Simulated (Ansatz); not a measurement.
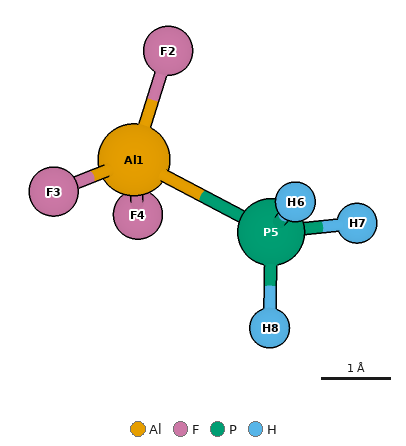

The structure as given in the input (ball-and-stick view, seen at a tilt; atoms are numbered from 1 in the order of the input). Sticks mark near contacts. Bond lengths as drawn: Al–F 1.66 to 1.67 Å, Al–P 2.51 Å and H–P 1.42 Å.

# What a change does: single-point calculation on AlPH3F3

System: AlPH3F3.
Method of run 1: RKS PBE-QIDH (frozen core)/def2-TZVP (Ansatz 0.2.0).

The geometry comes from this level: B3LYP-D4/def2-SVP. Text and figures count atoms from 1; the logs count them from 0 in places.

The input, run 1:
```yaml
crystal:
  periodic: [false, false, false]
  atoms:
    - {symbol: Al, position_ang: [-0.004385, 0.009958, -1.406216]}
    - {symbol: F, position_ang: [1.639274, -0.032851, -1.668542]}
    - {symbol: F, position_ang: [-0.788942, 1.456802, -1.657602]}
    - {symbol: F, position_ang: [-0.865133, -1.390995, -1.668407]}
    - {symbol: P, position_ang: [0.003055, -0.006508, 1.104583]}
    - {symbol: H, position_ang: [0.691834, 1.034226, 1.771810]}
    - {symbol: H, position_ang: [0.568310, -1.129667, 1.754019]}
    - {symbol: H, position_ang: [-1.244012, 0.059045, 1.770356]}
basis:
  gaussian: {orbitals: def2-TZVP, initial_orbitals: start.molden}
hamiltonian: {xc: {name: PBE-QIDH}}
scf: {omitted_lower_state_checks: [starts]}
```

Command:
```bash
ansatz run in.yaml --threads 2 --pin off --events-out ev --progress --plain --max-ram 4352MiB
```

Hardware: 2 threads of Intel Xeon @ 2.90GHz, 54 GiB of memory available, shared host.

Output (run 1):
```
Functional definition: PBE-QIDH
  parameter a = 3^(-1/3)
  parameter c = 1/3
  exchange = (1 - a)*pbe_x + a*exact_x
  correlation = (1 - c)*pbe_c + c*(mp2_os + mp2_ss)
these checks for a lower state are left out or cut short: starts
1214 factors; integrals over basis functions are off by at most 1.1e-3 eV
mean field evaluation 1: about -24065.5290 eV, gradient 2.2e1 eV
mean field evaluation 2: about -24065.9008 eV, gradient 5.5e-1 eV
mean field evaluation 4: about -24066.0909 eV, gradient 3.7e-3 eV
mean field evaluation 8: about -24066.0909 eV, gradient 1.3e-6 eV
mean field -24066.09091363 eV, -884.4125284937 hartree, gradient 1.7e-6 eV, S^2 0.000000; 0 other end points of the search recorded, 0 dependent functions left out
13 core orbitals not correlated: weight in the atoms' cores, before any rotation towards them, 1.000 or more for the frozen orbitals, at most 0.000 for the correlated occupied ones
reference -24066.09092652 eV, -884.4125289671 hartree; 16, 16 occupied and 156, 156 virtual orbitals, 1214 factors
second order -29.83149726 eV of doubles, -0.00000000 eV of singles
Total energy: -24076.03475893 eV, -884.7779580684 hartree
Checks for a lower state left out: starts
```

The input of run 2 differs as follows (lines with − go, lines with + come):
```diff
-  gaussian: {orbitals: def2-TZVP, initial_orbitals: start.molden}
-hamiltonian: {xc: {name: PBE-QIDH}}
+  gaussian: {orbitals: def2-TZVP}
+hamiltonian: {xc: {name: BLYP}}
```

What does this change do to the results?

The total energies belong to different models, so their difference says nothing on which is more stable or more accurate. The functional changes from PBE-QIDH to BLYP.

Output (run 2):
```
Functional definition: BLYP
  parameter beta = 0.0042
  parameter a = 0.04918
  parameter b = 0.132
  parameter c = 0.2533
  parameter d = 0.349
  exchange = b88_x(beta = beta)
  correlation = lyp_c(a = a, b = b, c = c, d = d)
these checks for a lower state are left out or cut short: starts
1129 factors; their error is unknown
mean field evaluation 1: about -24087.6403 eV, gradient 7.5e1 eV
mean field evaluation 2: about -24045.6209 eV, gradient 1.8e2 eV
mean field evaluation 4: about -24095.4662 eV, gradient 5.6e0 eV
mean field evaluation 8: about -24095.5375 eV, gradient 8.8e-2 eV
mean field evaluation 16: about -24095.5265 eV, gradient 5.4e-5 eV
mean field -24095.52650089 eV, -885.4942663732 hartree, gradient 5.4e-5 eV, S^2 0.000000; 0 other end points of the search recorded, 0 dependent functions left out
reference -24095.52687886 eV, -885.4942802632 hartree; 29, 29 occupied and 156, 156 virtual orbitals, 1129 factors
Total energy: -24095.52687886 eV, -885.4942802632 hartree
Checks for a lower state left out: starts
```

The two runs side by side:

```csv
quantity,run 1,run 2
outcome,converged,converged
total energy (hartree),−884.777958,−885.494280
basis functions,185,185
wall time (shared host),4.5 s,1.8 s
```
